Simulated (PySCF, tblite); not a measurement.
# CH10O3Si4: geometry, infrared bands and NMR shifts

Aim: predict the infrared bands and NMR shifts of CH10O3Si4 (`[SiH3]O[C@@H]1[SiH2]O[Si@H]1O[SiH3]`).

Programs: tblite 0.8.0 and PySCF 2.14.0, with density-fitted response routines of our own. Each step states its level of theory. These are calculated values for one molecule in the gas phase, unless marked as measured. Atoms count from 0, in the outputs and in this text.

**1. Starting geometry**

18 atoms, charge 0, multiplicity 1; geometry from: force field or distance geometry start.

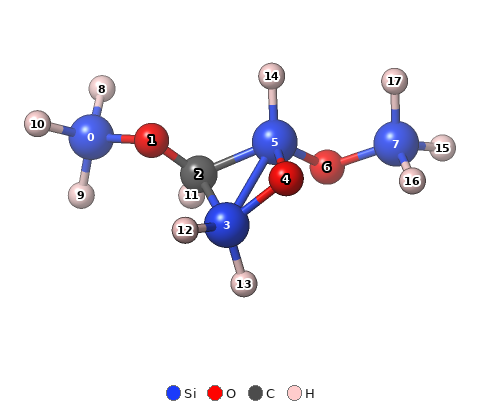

As it starts; silicon blue, oxygen red, carbon dark grey, hydrogen pink, atoms numbered; sticks join atoms by distance.

**2. Geometry optimisation with GFN2-xTB**

What the job is given:

```
{"job": {"kind": "relax", "xc": "GFN2-xTB", "basis": "xTB"}, "charge": 0, "multiplicity": 1}
Si    -3.206000     1.160600    -0.230900
O     -1.939000     0.208400     0.358400
C     -0.922900    -0.023700    -0.541800
Si    -0.474400    -1.822800    -0.537800
O      0.902200    -1.562300     0.460100
Si     0.801600     0.119200     0.101000
O      1.988000     0.506900    -1.094100
Si     3.522800     0.255300    -0.348300
H     -2.825000     2.583400    -0.068400
H     -3.493300     0.820200    -1.624100
H     -4.424200     0.843500     0.563000
H     -1.059800     0.427600    -1.539800
H     -1.471900    -2.681100     0.151000
H     -0.163900    -2.300500    -1.889500
H      0.840900     0.973400     1.301800
H      4.600400     0.870400    -1.114700
H      3.746400    -1.193400    -0.220500
H      3.569400     0.821100     0.998200
```

Launch:

```console
OMP_NUM_THREADS=1 python probes_run.py task.json out
```

The driver reads the jobs from task.json and runs them one after another.

What it wrote:

```text
step      E/eV     max force
  0    -722.16992    3.027
  1    -722.59541    2.086
  2    -722.79027    1.074
  3    -722.86349    0.964
  4    -722.97322    0.603
  5    -723.03020    0.566
  6    -723.09580    0.600
  7    -723.13251    0.510
  8    -723.16620    0.403
  9    -723.19237    0.404
 10    -723.21996    0.443
 11    -723.25142    0.482
 12    -723.28606    0.502
 13    -723.31478    0.379
 14    -723.33194    0.301
 15    -723.34570    0.353
 16    -723.36400    0.388
 17    -723.38076    0.454
 18    -723.39242    0.336
 19    -723.40123    0.222
 20    -723.41032    0.290
 21    -723.42280    0.331
 22    -723.43638    0.283
 23    -723.44548    0.220
 24    -723.45048    0.135
 25    -723.45436    0.131
 26    -723.45885    0.146
 27    -723.46346    0.168
 28    -723.46705    0.150
 29    -723.46955    0.110
 30    -723.47149    0.135
 31    -723.47315    0.141
 32    -723.47469    0.112
 33    -723.47610    0.087
 34    -723.47730    0.110
 35    -723.47834    0.091
 36    -723.47944    0.101
 37    -723.48104    0.096
 38    -723.48330    0.134
 39    -723.48586    0.121
 40    -723.48787    0.093
 41    -723.48905    0.084
 42    -723.48999    0.084
 43    -723.49125    0.115
 44    -723.49281    0.112
 45    -723.49436    0.092
 46    -723.49566    0.083
 47    -723.49686    0.096
 48    -723.49816    0.093
 49    -723.49973    0.086
 50    -723.50142    0.099
 51    -723.50284    0.078
 52    -723.50396    0.080
 53    -723.50503    0.092
 54    -723.50634    0.113
 55    -723.50803    0.117
 56    -723.50975    0.166
 57    -723.51129    0.098
 58    -723.51289    0.101
 59    -723.51463    0.102
 60    -723.51571    0.097
 61    -723.51717    0.080
 62    -723.51800    0.073
 63    -723.51890    0.084
 64    -723.51998    0.079
 65    -723.52110    0.069
 66    -723.52184    0.057
 67    -723.52229    0.052
 68    -723.52271    0.054
 69    -723.52321    0.062
 70    -723.52384    0.069
 71    -723.52451    0.062
 72    -723.52503    0.059
 73    -723.52544    0.055
 74    -723.52574    0.041
 75    -723.52600    0.039
 76    -723.52627    0.043
 77    -723.52654    0.037
 78    -723.52679    0.037
 79    -723.52699    0.040
 80    -723.52718    0.038
 81    -723.52737    0.035
 82    -723.52754    0.033
 83    -723.52774    0.034
 84    -723.52799    0.035
 85    -723.52833    0.047
 86    -723.52872    0.054
 87    -723.52908    0.049
 88    -723.52939    0.034
 89    -723.52966    0.032
 90    -723.52995    0.048
 91    -723.53033    0.060
 92    -723.53081    0.060
 93    -723.53135    0.063
 94    -723.53177    0.042
 95    -723.53202    0.042
 96    -723.53217    0.046
 97    -723.53236    0.044
 98    -723.53265    0.042
 99    -723.53299    0.041
100    -723.53324    0.033
101    -723.53337    0.025
102    -723.53347    0.026
103    -723.53359    0.029
104    -723.53381    0.040
105    -723.53413    0.044
106    -723.53446    0.036
107    -723.53471    0.041
108    -723.53491    0.041
109    -723.53510    0.040
110    -723.53539    0.040
111    -723.53587    0.052
112    -723.53659    0.062
113    -723.53732    0.078
114    -723.53798    0.080
115    -723.53818    0.077
116    -723.53866    0.046
117    -723.53899    0.035
118    -723.53977    0.051
119    -723.54062    0.067
120    -723.54128    0.115
121    -723.54209    0.089
122    -723.54297    0.046
123    -723.54364    0.154
124    -723.54431    0.048
125    -723.54478    0.038
126    -723.54526    0.105
127    -723.54589    0.052
128    -723.54623    0.040
129    -723.54660    0.055
130    -723.54703    0.039
131    -723.54739    0.044
132    -723.54769    0.040
133    -723.54786    0.030
134    -723.54811    0.030
135    -723.54841    0.037
136    -723.54874    0.055
137    -723.54913    0.057
138    -723.54959    0.058
139    -723.55010    0.060
140    -723.55025    0.056
141    -723.55080    0.058
142    -723.55106    0.048
143    -723.55173    0.060
144    -723.55222    0.058
145    -723.55277    0.058
146    -723.55368    0.065
147    -723.55425    0.055
148    -723.55498    0.054
149    -723.55635    0.081
150    -723.55686    0.055
151    -723.55739    0.043
152    -723.55796    0.053
153    -723.55824    0.050
154    -723.55880    0.047
155    -723.55953    0.059
156    -723.56063    0.062
157    -723.56136    0.071
158    -723.56200    0.062
159    -723.56260    0.049
160    -723.56302    0.043
161    -723.56354    0.052
162    -723.56429    0.061
163    -723.56505    0.070
164    -723.56587    0.071
165    -723.56654    0.051
166    -723.56693    0.064
167    -723.56713    0.063
168    -723.56746    0.044
169    -723.56766    0.025
170    -723.56782    0.024
171    -723.56795    0.023
172    -723.56805    0.028
173    -723.56818    0.030
174    -723.56832    0.028
175    -723.56845    0.025
176    -723.56854    0.019
177    -723.56861    0.020
178    -723.56868    0.021
179    -723.56874    0.026
180    -723.56879    0.019
181    -723.56883    0.021
182    -723.56890    0.018
183    -723.56899    0.022
184    -723.56911    0.027
185    -723.56925    0.023
186    -723.56939    0.031
187    -723.56957    0.036
188    -723.56978    0.027
189    -723.57000    0.031
190    -723.57016    0.022
191    -723.57024    0.020
192    -723.57029    0.016
193    -723.57033    0.013
194    -723.57036    0.017
195    -723.57040    0.014
196    -723.57045    0.010
```

Run time: 1.8 s. Hardware: 1 thread of Arm Neoverse V2, shared host; peak memory 0.18 GiB.

The steps of the relaxation: (not every step is listed)

```csv
step,energy from step 0 (eV),largest force (eV/Å)
0,0.0000,3.0270
1,-0.4255,2.0858
2,-0.6203,1.0742
3,-0.6936,0.9639
4,-0.8033,0.6031
5,-0.8603,0.5660
6,-0.9259,0.5999
7,-0.9626,0.5097
8,-0.9963,0.4032
26,-1.2889,0.1464
44,-1.3229,0.1116
62,-1.3481,0.0728
80,-1.3573,0.0384
98,-1.3627,0.0425
116,-1.3687,0.0461
134,-1.3782,0.0297
152,-1.3880,0.0528
170,-1.3979,0.0244
188,-1.3999,0.0274
191,-1.4003,0.0205
192,-1.4004,0.0157
193,-1.4004,0.0130
194,-1.4004,0.0170
195,-1.4005,0.0136
196,-1.4005,0.0100
```

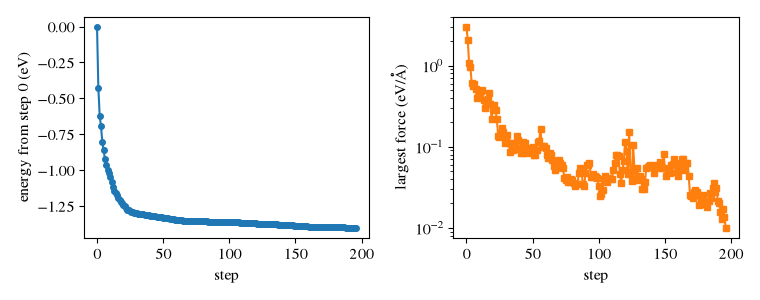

Energy and force, step by step.

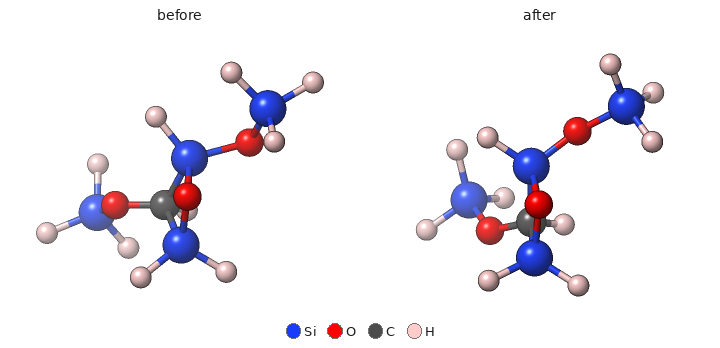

The geometry before (left) and after (right).

Distances of close pairs at the start and the end, largest changes first:

```csv
bond,before (Å),after (Å),change (Å)
Si3–Si5,2.410,2.566,+0.156
Si5–O6,1.728,1.605,-0.123
O6–Si7,1.725,1.630,-0.094
Si0–O1,1.691,1.612,-0.079
C2–Si5,1.846,1.923,+0.077
C2–Si3,1.854,1.928,+0.074
O4–Si5,1.722,1.660,-0.063
Si3–O4,1.720,1.665,-0.055
```

The next job starts from the end point, and lists it.

**3. Harmonic vibrations with GFN2-xTB**

What the job is given:

```
{"job": {"kind": "ir", "xc": "GFN2-xTB", "basis": "xTB"}, "charge": 0, "multiplicity": 1}
Si    -2.808502     1.483351    -0.376575
O     -2.229270    -0.018969    -0.460491
C     -0.925539    -0.457699    -0.764312
Si    -0.544267    -2.296950    -0.329073
O      0.715316    -1.733809     0.602545
Si     0.484799    -0.094018     0.491856
O      1.752758     0.648295    -0.155040
Si     3.339914     0.633862    -0.528098
H     -2.104263     2.290102     0.626242
H     -2.704384     2.184786    -1.662318
H     -4.182426     1.168701    -0.015139
H     -0.686630    -0.164786    -1.793629
H     -1.532318    -2.907607     0.542544
H      0.012473    -3.150355    -1.368409
H      0.197992     0.459075     1.798394
H      3.420933     1.650906    -1.573983
H      3.723704    -0.694110    -0.998997
H      4.060950     1.005541     0.688067
```

What it wrote:

```text
mode    cm-1     km/mol
  1      21.4      0.48
  2      32.0      0.08
  3      36.7      0.29
  4      48.2      0.64
  5      83.9      2.84
  6     104.9      1.23
  7     121.6      3.07
  8     168.6      6.31
  9     215.0      1.22
 10     255.0     18.02
 11     306.8      6.42
 12     391.3     13.91
 13     445.6     10.20
 14     535.8     24.08
 15     566.2     26.42
 16     576.0     84.14
 17     594.1     55.07
 18     596.3     46.92
 19     612.4     88.61
 20     625.3     36.97
 21     626.9    103.86
 22     684.1     55.12
 23     705.3    170.07
 24     710.5    218.43
 25     745.0    184.48
 26     745.6    275.58
 27     756.1    319.44
 28     773.6    163.17
 29     787.4    521.78
 30     801.1    273.02
 31     811.3     72.78
 32     829.8    466.36
 33     841.0    264.67
 34     865.1    172.29
 35    1011.5     11.25
 36    1094.8    721.74
 37    1155.2    109.23
 38    1266.4     11.85
 39    2198.1    370.22
 40    2233.8    176.01
 41    2259.1    328.43
 42    2269.2    352.73
 43    2283.5     68.79
 44    2319.6    365.94
 45    2333.5    231.63
 46    2355.4    298.73
 47    2389.4    345.26
 48    2860.5     53.93
```

Wall time 0.82 s (1 thread of Arm Neoverse V2, shared host); peak memory 0.18 GiB.

Which atoms move in the most intense modes:

```csv
cm⁻¹,km/mol,atoms
787,521.8,"O4 46 %, Si3 14 %"
830,466.4,"O4 29 %, Si5 18 %"
1095,721.7,"O6 72 %, Si5 15 %"
2198,370.2,"H9 59 %, H8 37 %"
2259,328.4,"H17 80 %, H16 14 %"
2269,352.7,"H15 66 %, H16 28 %"
2320,365.9,H13 94 %
2389,345.3,H14 96 %
```

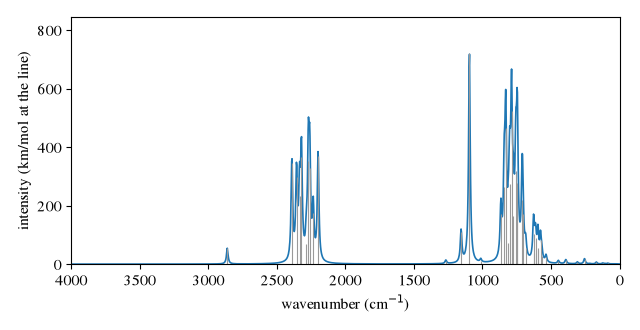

The infrared spectrum from these modes, unscaled. Lines are broadened to a width of 14 cm⁻¹ (Lorentzian).

**4. NMR shieldings: PBE0/pcSseg-1**

Same as in step 3 but for these lines:

```diff
@@ -1,2 +1,2 @@
-{"job": {"kind": "ir", "xc": "GFN2-xTB", "basis": "xTB"}, "charge": 0, "multiplicity": 1}
+{"job": {"kind": "nmr", "xc": "PBE0", "basis": "pcSseg-1"}, "charge": 0, "multiplicity": 1}
 Si    -2.808502     1.483351    -0.376575
```

Method: GIAO PBE0/pcSseg-1 NMR shielding, non-relativistic, gas phase.

What it wrote:

```text
coarse grid: 17040 points
cycle   1  E = -1426.7269030388  dE =  1.089e+00  |g| = 1.200e+00  |ddm| = 4.011e+00
cycle   2  E = -1426.2673197079  dE =  4.596e-01  |g| = 1.960e+00  |ddm| = 2.573e+00
cycle   3  E = -1426.9769378501  dE = -7.096e-01  |g| = 1.026e-01  |ddm| = 1.847e+00
cycle   4  E = -1426.9782004898  dE = -1.263e-03  |g| = 6.664e-02  |ddm| = 1.317e-01
cycle   5  E = -1426.9790612545  dE = -8.608e-04  |g| = 1.686e-02  |ddm| = 6.183e-02
cycle   6  E = -1426.9791098332  dE = -4.858e-05  |g| = 4.277e-03  |ddm| = 1.514e-02
cycle   7  E = -1426.9791132013  dE = -3.368e-06  |g| = 1.108e-03  |ddm| = 4.238e-03
final grid: 146256 points
cycle   8  E = -1427.0543108776  dE = -4.026e-06  |g| = 1.338e-02  |ddm| = 1.960e-02
cycle   9  E = -1427.0542647542  dE =  4.612e-05  |g| = 2.090e-02  |ddm| = 2.180e-02
cycle  10  E = -1427.0543418155  dE = -7.706e-05  |g| = 6.065e-04  |ddm| = 1.362e-02
cycle  11  E = -1427.0543418735  dE = -5.801e-08  |g| = 2.604e-04  |ddm| = 7.076e-04
cycle  12  E = -1427.0543418869  dE = -1.342e-08  |g| = 5.567e-05  |ddm| = 2.519e-04
cycle  13  E = -1427.0543418873  dE = -4.279e-10  |g| = 2.668e-05  |ddm| = 6.455e-05
converged SCF energy = -1427.0543418873

GIAO shielding tensors (ppm)
atom      isotropic    diamagn.    paramagn.     s11        s22        s33       span
  0 Si     384.976     880.408    -495.431    338.906    339.705    476.318    137.412
  1 O      349.668     394.069     -44.401    295.891    362.149    390.964     95.074
  2 C      105.984     258.550    -152.565     60.572    108.589    148.793     88.221
  3 Si     353.244     881.355    -528.111    320.248    341.427    398.057     77.809
  4 O      236.405     400.298    -163.893    147.418    276.053    285.745    138.327
  5 Si     368.700     882.441    -513.741    353.630    372.105    380.366     26.736
  6 O      277.382     401.538    -124.156    230.232    270.358    331.555    101.323
  7 Si     390.380     879.860    -489.480    355.753    359.893    455.495     99.742
  8 H       26.848      30.596      -3.748     23.675     25.887     30.983      7.307
  9 H       26.907      29.689      -2.782     23.938     24.938     31.847      7.909
 10 H       26.888      29.166      -2.278     23.095     25.070     32.499      9.403
 11 H       26.814      34.031      -7.216     23.792     25.542     31.108      7.316
 12 H       26.314      29.912      -3.599     23.758     24.173     31.009      7.251
 13 H       26.199      29.743      -3.543     22.927     24.063     31.608      8.681
 14 H       26.242      31.693      -5.451     23.444     23.977     31.306      7.862
 15 H       26.570      29.112      -2.543     22.916     25.092     31.702      8.786
 16 H       26.464      29.217      -2.753     22.686     25.701     31.005      8.319
 17 H       26.488      28.424      -1.937     22.902     24.763     31.798      8.896
```

Run time: 35 s. Hardware: 1 thread of Arm Neoverse V2, shared host; peak memory 0.95 GiB.

Shifts follow as δ = σ(reference) − σ, with reference shieldings (ppm) from runs at the same level and on the same kind of geometry: 1H TMS 31.72, 13C TMS 186.9, 29Si TMS 349.2, 17O H2O 336.1. The references are single molecules in the gas phase, so shifts against H2O, NH3, PH3, H3PO4 or CFCl3 are not on the usual liquid scales and can be off by tens of ppm. Atoms listed in one row are averaged.

```csv
atoms,environment,σ (ppm),δ (ppm),δ scaled to CDCl3
C2,sp3 CH bonded to O and 2 Si,106.0,80.9,77.1
H13,,26.20,5.52,–
H14,,26.24,5.47,–
H12,,26.31,5.40,–
"H15, H16, H17",hydrogen on a silicon bonded to O,26.51,5.21,–
H11,hydrogen on an sp3 CH bonded to O and 2 Si,26.81,4.90,4.73
"H8, H9, H10",hydrogen on a silicon bonded to O,26.88,4.84,–
Si3,,353.2,-4.1,–
Si5,,368.7,-19.5,–
Si0,"silicon bonded to O, 3 H",385.0,-35.8,–
Si7,"silicon bonded to O, 3 H",390.4,-41.2,–
O4,"oxygen bonded to 2 Si, in a 4-membered ring",236.4,99.7,–
O6,oxygen bonded to 2 Si,277.4,58.7,–
O1,"oxygen bonded to C, Si",349.7,-13.6,–
```

The scaled column applies a straight-line fit of computed shieldings to shifts measured in CDCl3 (root-mean-square error 0.16 ppm for H, 1.9 ppm for C).

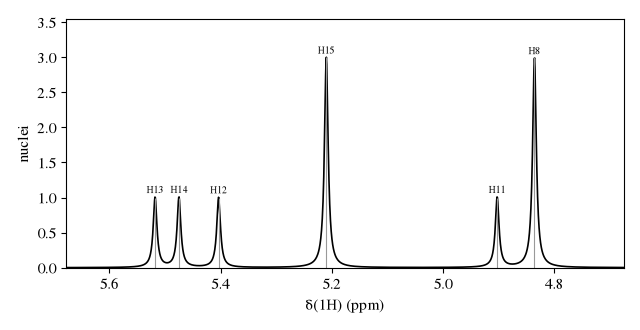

1H lines at the computed shifts, without couplings. Lines are broadened to a width of 0.01 ppm (Lorentzian).

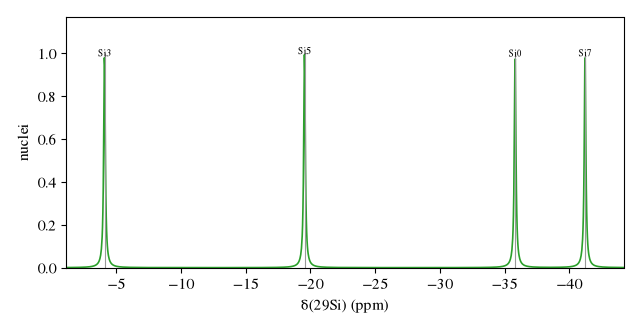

29Si lines at the computed shifts, without couplings. Lines are broadened to a width of 0.15 ppm (Lorentzian).

Charges from the same density, by scheme (e):

```csv
atoms,Mulliken,IAO,Hirshfeld,ESP fit
Si0,0.70,0.88,0.38,0.60
O1,-0.62,-0.64,-0.23,-0.38
C2,-0.43,-0.48,-0.13,-0.35
Si3,0.83,1.00,0.41,0.68
O4,-0.71,-0.91,-0.34,-0.58
Si5,1.09,1.29,0.46,0.84
O6,-0.73,-0.88,-0.30,-0.51
Si7,0.73,0.89,0.40,0.59
```

Hirshfeld charges:

Si0 0.38; O1 -0.23; C2 -0.13; Si3 0.41; O4 -0.34; Si5 0.46; O6 -0.30; Si7 0.40; H8 -0.08; H9 -0.09; H10 -0.08; H11 0.03; H12 -0.07; H13 -0.07; H14 -0.07; H15 -0.08; H16 -0.07; H17 -0.08

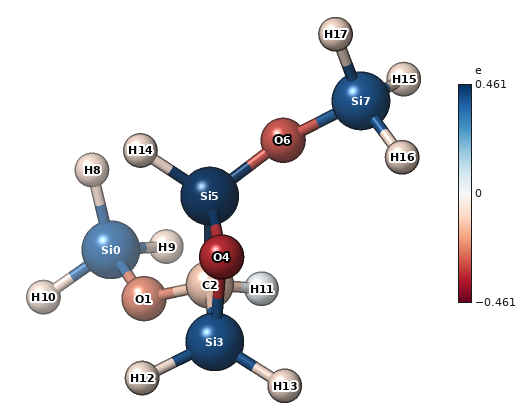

Hirshfeld charges, as colours on the atoms.

Mayer bond orders: Si0–O1 0.98, O1–C2 0.82, C2–Si3 0.89, Si3–O4 0.94, O4–Si5 0.95, Si5–O6 1.00, O6–Si7 0.89, Si5–C2 0.84.

Ring of atoms C2, Si3, O4, Si5: NICS(0) -3.9, NICS(1) -2.1, NICS(1)zz 0.2 ppm (means of both faces; NICS(1) differs between them: -3.5 and -0.8).

**5. Results**

| quantity | value |
| --- | --- |
| strongest single infrared mode (GFN2-xTB) | 1095 cm⁻¹, 722 km/mol |
| zero-point energy (GFN2-xTB) | 64.4 kcal/mol |
| 13C shifts against TMS (PBE0/pcSseg-1) | 80.9 ppm |
| 1H shifts against TMS (PBE0/pcSseg-1, means over atoms taken as alike) | 5.52, 5.47, 5.40, 5.21, 4.90, 4.84 ppm |
| 29Si shifts against TMS (PBE0/pcSseg-1) | -4.1, -19.5, -35.8, -41.2 ppm |
| 17O shifts against H2O (PBE0/pcSseg-1) | 99.7, 58.7, -13.6 ppm |

Relaxing lowered the energy by 1.401 eV in 196 steps; the close pair that moved most is Si3–Si5, from 2.410 to 2.566 Å. No mode is imaginary among the 48: a minimum at this level. The strongest single mode, at 1095 cm⁻¹, moves mainly O6. GFN2-xTB is a fitted tight-binding method: band positions and strengths are rough. Its intensities can rank the bands wrongly.
